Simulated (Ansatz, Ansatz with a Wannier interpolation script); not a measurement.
# Settings in Wannier-interpolated G0W0: CdHClO (P6_3mc)

Wanted: errors and cost of interpolated bands of CdHClO (P6_3mc) under coarser or faulty settings.

Program: Ansatz 0.2.0. Level of theory: maximally localised Wannier functions, LDA, plane waves, PAW. Results are calculated unless marked as measured.

**1. Starting point**

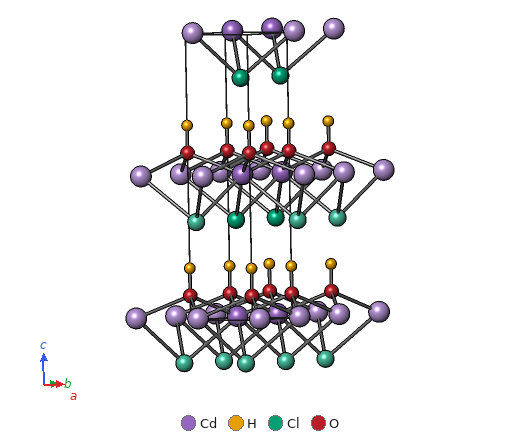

Start, viewed slightly off an axis; cadmium purple, hydrogen orange, chlorine teal, oxygen red. 1×2×1 cells are drawn. Some periodic images of atoms are drawn too.

Geometry: measured cell, ions relaxed with LDA. The runs that relaxed it are not among those shown. The default PAW set here is soft_2. Its files were made with PBE.

**2. Wannier model on 12×12×4**

Localised functions give a small Hamiltonian that interpolates between mesh points at no cost.

input.yaml

```yaml
crystal:
  lattice:
    - [3.6648, 0.0, 0.0]
    - [-1.8324, 3.1738098998, 0.0]
    - [0.0, 0.0, 10.2305]
  atoms:
    - { symbol: Cd, position: [0.3333333333, 0.6666666667, 0.0081401704] }
    - { symbol: Cd, position: [0.6666666667, 0.3333333333, 0.5081401704] }
    - { symbol: H, position: [0.0, 0.0, 0.1812524944] }
    - { symbol: H, position: [0.0, 0.0, 0.6812524944] }
    - { symbol: Cl, position: [0.3333333333, 0.6666666667, 0.3460004021] }
    - { symbol: Cl, position: [0.6666666667, 0.3333333333, 0.8460004021] }
    - { symbol: O, position: [0.0, 0.0, 0.0850169331] }
    - { symbol: O, position: [0.0, 0.0, 0.5850169331] }
kpoints:
  mp_grid: { grid: [6, 6, 2] }
hamiltonian:
  xc: lda
scf:
  occupations: { method: fixed }
  n_extra_bands: 63
output:
  wannier:
    kmesh: [12, 12, 4]
    projections:
      - { species: Cd, l: s, shell: 5 }
      - { species: Cl, l: p, shell: 3 }
      - { species: O, l: p, shell: 2 }
    minimise: true
    write_hr: true
    seedname: w
    conv_tol: 1.0e-07
    max_iter: 4000
    disentanglement:
      window: [0.24, 12.63]
      frozen_window: [0.24, 8.3]
      conv_tol: 1.0e-08
```

The run is started by

```bash
$ ansatz run input.yaml --threads 4 --pin off --max-ram 18432MiB --backend cpu --events-out ev --progress --plain --runs-dir out
```

Numbers of over 12 decimals in the logs are rounded to 6 here.

The log of the run:

```text
scf.n_extra_bands = 63 over 34 filled bands (N_el = 68.0): the run solves 97 bands
Engine: ansatz 0.2.0, aarch64-unknown-linux-gnu
Pseudopotentials: kind: paw
Pseudopotential: Cd, paw, valence charge 20, recommended cutoff 420 eV (normal), Cd.paw.azcp
Pseudopotential: H, paw, valence charge 1, recommended cutoff 420 eV (normal), H.paw.azcp
Pseudopotential: Cl, paw, valence charge 7, recommended cutoff 420 eV (normal), Cl.paw.azcp
Pseudopotential: O, paw, valence charge 6, recommended cutoff 420 eV (normal), O.paw.azcp
Functional definition: SPW92
  exchange = slater_x
  correlation = pw_c
Crystal: 8 atoms, lattice volume = 118.995 Å³
Basis set: ecut = 420 eV, 2303 PW (Γ)
Bands: 97, of which v1, the nominal top of the filled ones, is band 34 counted from 1 (33 counted from 0)
Symmetry: 12 space group operations
Space group: P63mc (ITA 186), of the structure as read, at distance tolerance 4.9e-5 Å
k-points: 14 of 72
Non-local potential: Cd, projectors of the file, l = 0: 3, l = 1: 2, l = 2: 2, l = 3: 1
Non-local potential: H, projectors of the file, l = 0: 2, l = 1: 1
Non-local potential: Cl, projectors of the file, l = 0: 2, l = 1: 2, l = 2: 2
Non-local potential: O, projectors of the file, l = 0: 2, l = 1: 2, l = 2: 1
PAW form: soft (Blöchl's): semilocal exchange-correlation on the pseudo side does not see the compensation charge
PAW frozen core: Cd, regenerated for the run's functional, and the local potential with it (the file was generated under x = pbe(κ = 0.804, μ = 0.219515), c = pbe(β = 0.066725))
PAW frozen core: Cl, regenerated for the run's functional, and the local potential with it (the file was generated under x = pbe(κ = 0.804, μ = 0.219515), c = pbe(β = 0.066725))
PAW frozen core: O, regenerated for the run's functional, and the local potential with it (the file was generated under x = pbe(κ = 0.804, μ = 0.219515), c = pbe(β = 0.066725))
PAW one-centre angular grid: Cd, 590 points (default); XC on 64 Gauss nodes
PAW one-centre angular grid: H, 110 points (default); XC on 64 Gauss nodes
PAW one-centre angular grid: Cl, 110 points (default); XC on 64 Gauss nodes
PAW one-centre angular grid: O, 110 points (default); XC on 64 Gauss nodes
Initial density: superposition of atomic densities (neutral atoms: chi_scale 0, normalization atom), corrected by the library's trained network
Initial wavefunctions: pseudopotential atomic-orbital guess
Functional: x = slater, c = lda
SCF iter   1: F=—  HF=-19469.462288 eV  |F-HF|=—  |Δ(HF+E_count)|=         —  Δρ=1.24e-2  dr2=1.60e-1  ethr=1.77e-3  ⟨swp⟩=4.6  Hψ=4585  notcnv=0  defer=851
preconditioner: auto → Resta (q_TF=auto, 2.485 Å⁻¹)  ε∞=1.8  [insulator: Δε(μ)=2.187 eV  Ē_g=27.017 eV  n_scr=38 (ndim 8)  ℏωp=24.5 eV  f_vac=0.083  ε∞_Penn≈1.8]
SCF iter   2: F=—  HF=-19469.416041 eV  |F-HF|=—  |Δ(HF+E_count)|=   4.62e-2  Δρ=5.10e-3  dr2=1.88e-2  ethr=2.36e-4  ⟨swp⟩=2.2  Hψ=1674  notcnv=0  defer=854
SCF iter   3: F=—  HF=-19469.411890 eV  |F-HF|=—  |Δ(HF+E_count)|=   4.15e-3  Δρ=2.28e-3  dr2=5.03e-3  ethr=2.76e-5  ⟨swp⟩=2.0  Hψ=944  notcnv=0  defer=854
SCF iter   4: F=—  HF=-19469.410608 eV  |F-HF|=—  |Δ(HF+E_count)|=   1.28e-3  Δρ=7.23e-4  dr2=3.10e-4  ethr=7.39e-6  ⟨swp⟩=2.1  Hψ=834  notcnv=0  defer=854
SCF iter   5: F=—  HF=-19469.410532 eV  |F-HF|=—  |Δ(HF+E_count)|=   7.60e-5  Δρ=1.06e-4  dr2=9.37e-6  ethr=4.57e-7  ⟨swp⟩=2.0  Hψ=876  notcnv=0  defer=807
SCF iter   6: F=—  HF=-19469.410554 eV  |F-HF|=—  |Δ(HF+E_count)|=   2.21e-5  Δρ=3.34e-5  dr2=1.07e-6  ethr=1.38e-8  ⟨swp⟩=2.0  Hψ=854  notcnv=0  defer=806
SCF iter   7: F=-19469.410554 eV  HF=-19469.410554 eV  |F-HF|=3.46e-8  |Δ(HF+E_count)|=   3.04e-7  Δρ=7.19e-6  dr2=5.71e-8  ethr=1.47e-10  ⟨swp⟩=11.9  Hψ=9956  notcnv=0
SCF 1 converged in 7 iterations: F = -19469.410554 eV  dr2 = 5.71e-8
[...]
NSCF: frozen V_eff on 60 k-points
the Wannier pass solved 60 of the 576 points of its mesh, and has the states at the others by symmetry: states obtained by the crystal's operations at points that were solved too leave a residual of 9.04e-13 eV (read by the count's bands and the next), within 4.76e-6 eV
SCF converged after 7 iterations
Free energy (F): -19469.410554 eV
Harris-Foulkes:  -19469.410554 eV  (|F-HF|=3.46e-8)
Internal energy: -19469.410554 eV  (E = F + TS)
E sigma→0 (E₀):  -19469.410554 eV
Fermi energy:    5.092975 eV
--- Per-component energies (eV) ---
  E_band       = -1076.875027
  E_kinetic    = 1705.912607
  E_local      = -9542.265901  (includes V_loc(G=0)·N_el)
  E_nonlocal   = 250.292952
  E_hartree    = 4280.196157
  E_xc         = -721.857620
  E_vxc        = -890.431757  (∫ρ·V_xc dr)
  E_paw        = -9444.891719  (= ΣΔE_a)
  E_vpaw       = -1160.773803  (= ΣTr[D̂ρ^β])
  E_aug_tail   = 0.002844  (compensation charges beyond the density's cutoff)
  E_ewald      = -5998.907838
  E_core_change = 2.107964  (= ΣΔE_core)
  E_smearing   = -0.000000  (= −TS)
  E_closure    = -0.000000  (closes the sum)
  Σ components = -19469.410554   (vs F -19469.410554, Δ=0.00e0)
--- Band table (eV; the first three rows and the last of 14) ---
  k-point 0: bands = [... 30 lower, 4.9396, 4.9396, 5.0930, 5.0930, 7.4028, 9.5911, 10.8415, 11.2700, ... 59 higher]
  k-point 1: bands = [... 30 lower, 5.0257, 5.0257, 5.0257, 5.0257, 8.3608, 8.3608, 11.2683, 11.2683, ... 59 higher]
  k-point 2: bands = [... 30 lower, 4.4570, 4.5602, 4.8515, 5.0685, 8.4515, 9.9856, 11.5462, 12.1446, ... 59 higher]
  k-point 13: bands = [... 30 lower, 3.6054, 3.6054, 4.8662, 4.8662, 10.9989, 10.9989, 12.8801, 12.8801, ... 59 higher]
Wannier search: line search 1 of at most 4000: gauge-dependent spread (as the search counts it) 1.6701186 Å², largest recent change 5.0e-1 Å² and fall left 3.9e-4 Å² against conv_tol 1.0e-7 Å², 0 stops escaped
```

Run time: 40 s. Hardware: 4 threads of Arm Neoverse V1, shared host; peak memory 2.8 GiB; 2.4 min of CPU time.

This step gave:

```
gauge-invariant spread     : 30.21 Å²
diagonal spread            : 0.2427 Å²
off-diagonal spread        : 0.9134 Å²
total spread               : 31.37 Å²
least projectability       : 0.4836
localisation steps         : 23
disentanglement steps      : 147
r.m.s. interpolation error : 4.58e-4 eV
r.m.s. error near the gap  : 6.01e-4 eV
```

Near the gap the model misses directly solved bands by 0.6 meV r.m.s. and by 10 meV at most in the window tested. This tests the starting bands, not the corrections carried with them.

**3. Wannier model on 6×6×2**

input.yaml, as its differences from that of step 2:

```diff
@@ -23,3 +23,3 @@
   wannier:
-    kmesh: [12, 12, 4]
+    kmesh: [6, 6, 2]
     projections:
```

The log of the run:

```text
[...]
Crystal: 8 atoms, lattice volume = 118.995 Å³
Basis set: ecut = 420 eV, 2303 PW (Γ)
Bands: 97, of which v1, the nominal top of the filled ones, is band 34 counted from 1 (33 counted from 0)
Symmetry: 12 space group operations
[...]
k-points: 14 of 72
[...]
SCF iter   1: F=—  HF=-19469.462288 eV  |F-HF|=—  |Δ(HF+E_count)|=         —  Δρ=1.24e-2  dr2=1.60e-1  ethr=1.77e-3  ⟨swp⟩=4.6  Hψ=4585  notcnv=0  defer=851
[...]
SCF iter   7: F=-19469.410554 eV  HF=-19469.410554 eV  |F-HF|=3.46e-8  |Δ(HF+E_count)|=   3.04e-7  Δρ=7.19e-6  dr2=5.71e-8  ethr=1.47e-10  ⟨swp⟩=11.9  Hψ=9956  notcnv=0
SCF 1 converged in 7 iterations: F = -19469.410554 eV  dr2 = 5.71e-8
[...]
NSCF: frozen V_eff on 17 k-points
[...]
SCF converged after 7 iterations
Free energy (F): -19469.410554 eV
[...]
Internal energy: -19469.410554 eV  (E = F + TS)
E sigma→0 (E₀):  -19469.410554 eV
Fermi energy:    5.092975 eV
[...]
--- Band table (eV; the first three rows and the last of 14) ---
  k-point 0: bands = [... 30 lower, 4.9396, 4.9396, 5.0930, 5.0930, 7.4028, 9.5911, 10.8415, 11.2700, ... 59 higher]
  k-point 1: bands = [... 30 lower, 5.0257, 5.0257, 5.0257, 5.0257, 8.3608, 8.3608, 11.2683, 11.2683, ... 59 higher]
  k-point 2: bands = [... 30 lower, 4.4570, 4.5602, 4.8515, 5.0685, 8.4515, 9.9856, 11.5462, 12.1446, ... 59 higher]
  k-point 13: bands = [... 30 lower, 3.6054, 3.6054, 4.8662, 4.8662, 10.9989, 10.9989, 12.8801, 12.8801, ... 59 higher]
[...]
```

Wall time 11 s (4 threads); peak memory 0.63 GiB; 42 s of CPU time.

Numbers from this step:

```
gauge-invariant spread     : 28.18 Å²
diagonal spread            : 0.1896 Å²
off-diagonal spread        : 0.9688 Å²
total spread               : 29.34 Å²
least projectability       : 0.4836
localisation steps         : 24
disentanglement steps      : 39
r.m.s. interpolation error : 0.002911 eV
r.m.s. error near the gap  : 0.003628 eV
```

Near the gap the model misses directly solved bands by 3.6 meV r.m.s. and by 36 meV at most in the window tested. This tests the starting bands, not the corrections carried with them.

Frozen up to 3.21 eV; above it the model need not follow the bands. The electronic bands at the labelled points (eV, zero at the valence-band top; v1 is the highest filled band, c1 the lowest empty one):

```tsv
point	v4	v3	v2	v1	c1	c2
Γ	-0.15	-0.15	0.00	0.00	2.31	4.51
M	-1.21	-0.45	-0.39	-0.05	4.73	5.55
K	-1.72	-1.20	-0.30	-0.30	5.90	5.90
Γ	-0.15	-0.15	0.00	0.00	2.31	4.51
A	-0.07	-0.07	-0.07	-0.07	3.27	3.27
L	-0.83	-0.83	-0.21	-0.21	5.10	5.10
H	-1.49	-1.49	-0.23	-0.23	5.91	5.91
A	-0.07	-0.07	-0.07	-0.07	3.27	3.27
jump to L	-0.83	-0.83	-0.21	-0.21	5.10	5.10
M	-1.21	-0.45	-0.39	-0.05	4.73	5.55
jump to H	-1.49	-1.49	-0.23	-0.23	5.91	5.91
K	-1.72	-1.20	-0.30	-0.30	5.90	5.90
```

The same for Kohn-Sham, solved directly:

```tsv
point	v4	v3	v2	v1	c1	c2
Γ	-0.15	-0.15	0.00	0.00	2.31	4.50
M	-1.21	-0.45	-0.39	-0.05	4.70	5.50
K	-1.72	-1.20	-0.30	-0.30	5.90	5.90
Γ	-0.15	-0.15	0.00	0.00	2.31	4.50
A	-0.07	-0.07	-0.07	-0.07	3.27	3.27
L	-0.83	-0.83	-0.21	-0.21	5.07	5.07
H	-1.49	-1.49	-0.23	-0.23	5.91	5.91
A	-0.07	-0.07	-0.07	-0.07	3.27	3.27
L	-0.83	-0.83	-0.21	-0.21	5.07	5.07
M	-1.21	-0.45	-0.39	-0.05	4.70	5.50
H	-1.49	-1.49	-0.23	-0.23	5.91	5.91
K	-1.72	-1.20	-0.30	-0.30	5.90	5.90
```

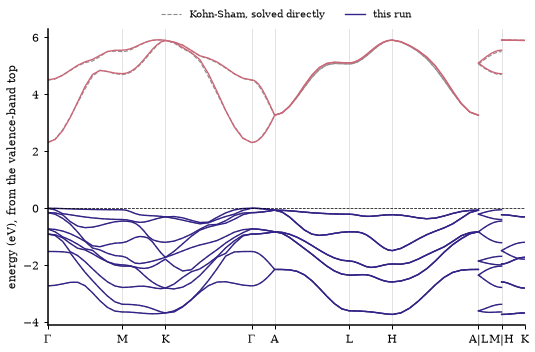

Electronic bands along the path; lines of filled and empty bands in two colours; dashed: Kohn-Sham, solved directly.

**4. A faulty Wannier input**

input.yaml, as its differences from that of step 3:

```diff
@@ -34,4 +34,4 @@
     disentanglement:
-      window: [0.24, 12.63]
-      frozen_window: [0.24, 8.3]
+      window: [-4.85, 7.54]
+      frozen_window: [-4.85, 3.21]
       conv_tol: 1.0e-08
```

The log of the run:

```text
scf.n_extra_bands = 63 over 34 filled bands (N_el = 68.0): the run solves 97 bands
Engine: ansatz 0.2.0, aarch64-unknown-linux-gnu
Pseudopotentials: kind: paw
Pseudopotential: Cd, paw, valence charge 20, recommended cutoff 420 eV (normal), Cd.paw.azcp
Pseudopotential: H, paw, valence charge 1, recommended cutoff 420 eV (normal), H.paw.azcp
Pseudopotential: Cl, paw, valence charge 7, recommended cutoff 420 eV (normal), Cl.paw.azcp
Pseudopotential: O, paw, valence charge 6, recommended cutoff 420 eV (normal), O.paw.azcp
Functional definition: SPW92
  exchange = slater_x
  correlation = pw_c
Crystal: 8 atoms, lattice volume = 118.995 Å³
Basis set: ecut = 420 eV, 2303 PW (Γ)
Bands: 97, of which v1, the nominal top of the filled ones, is band 34 counted from 1 (33 counted from 0)
Symmetry: 12 space group operations
Space group: P63mc (ITA 186), of the structure as read, at distance tolerance 4.9e-5 Å
k-points: 14 of 72
Non-local potential: Cd, projectors of the file, l = 0: 3, l = 1: 2, l = 2: 2, l = 3: 1
Non-local potential: H, projectors of the file, l = 0: 2, l = 1: 1
Non-local potential: Cl, projectors of the file, l = 0: 2, l = 1: 2, l = 2: 2
Non-local potential: O, projectors of the file, l = 0: 2, l = 1: 2, l = 2: 1
PAW form: soft (Blöchl's): semilocal exchange-correlation on the pseudo side does not see the compensation charge
PAW frozen core: Cd, regenerated for the run's functional, and the local potential with it (the file was generated under x = pbe(κ = 0.804, μ = 0.219515), c = pbe(β = 0.066725))
[...]
SCF converged after 7 iterations
Free energy (F): -19469.410554 eV
Harris-Foulkes:  -19469.410554 eV  (|F-HF|=3.46e-8)
Internal energy: -19469.410554 eV  (E = F + TS)
E sigma→0 (E₀):  -19469.410554 eV
Fermi energy:    5.092975 eV
--- Per-component energies (eV) ---
  E_band       = -1076.875027
  E_kinetic    = 1705.912607
  E_local      = -9542.265901  (includes V_loc(G=0)·N_el)
  E_nonlocal   = 250.292952
  E_hartree    = 4280.196157
  E_xc         = -721.857620
  E_vxc        = -890.431757  (∫ρ·V_xc dr)
  E_paw        = -9444.891719  (= ΣΔE_a)
  E_vpaw       = -1160.773803  (= ΣTr[D̂ρ^β])
  E_aug_tail   = 0.002844  (compensation charges beyond the density's cutoff)
  E_ewald      = -5998.907838
  E_core_change = 2.107964  (= ΣΔE_core)
  E_smearing   = -0.000000  (= −TS)
  E_closure    = -0.000000  (closes the sum)
  Σ components = -19469.410554   (vs F -19469.410554, Δ=0.00e0)
--- Band table (eV; the first three rows and the last of 14) ---
  k-point 0: bands = [... 30 lower, 4.9396, 4.9396, 5.0930, 5.0930, 7.4028, 9.5911, 10.8415, 11.2700, ... 59 higher]
  k-point 1: bands = [... 30 lower, 5.0257, 5.0257, 5.0257, 5.0257, 8.3608, 8.3608, 11.2683, 11.2683, ... 59 higher]
  k-point 2: bands = [... 30 lower, 4.4570, 4.5602, 4.8515, 5.0685, 8.4515, 9.9856, 11.5462, 12.1446, ... 59 higher]
  k-point 13: bands = [... 30 lower, 3.6054, 3.6054, 4.8662, 4.8662, 10.9989, 10.9989, 12.8801, 12.8801, ... 59 higher]
WARN: one of the run's output files is refused, and neither it nor the files that depend on it are written in full: <dir> frozen window holds 15 > num_wann = 14 bands at ik = 4 (ik counts from 0, the k-points of the .win, .mmn and .eig files from 1)
Error: <dir> frozen window holds 15 > num_wann = 14 bands at ik = 4 (ik counts from 0, the k-points of the .win, .mmn and .eig files from 1)
```

Wall time 11 s (4 threads); peak memory 0.63 GiB.

The run ended with an error after its SCF cycle had converged; no result of it is taken.

The program's message: “Error: <dir> frozen window holds 15 > num_wann = 14 bands at ik = 4 (ik counts from 0, the k-points of the .win, .mmn and .eig files from 1)”

The fault put into this input: windows typed from the Fermi level.

(Continued in part 2 of 2.)

[Paths, hosts, dates, memory and timing lines, banners, echoed tables and standing remarks are left out of the program output.]

[Logs are printed without paths, hosts, clocks, repeated set-up lines and the standing remarks that a program may print on its own settings, such as how far it seeks lower states.]

[Runs of the session that timed out or met a known fault of the program may be left out.]

[Hosts, paths, dates, database ids (printed as entryN), source tags and the programs' standing remarks are cut or masked in the printed files.]
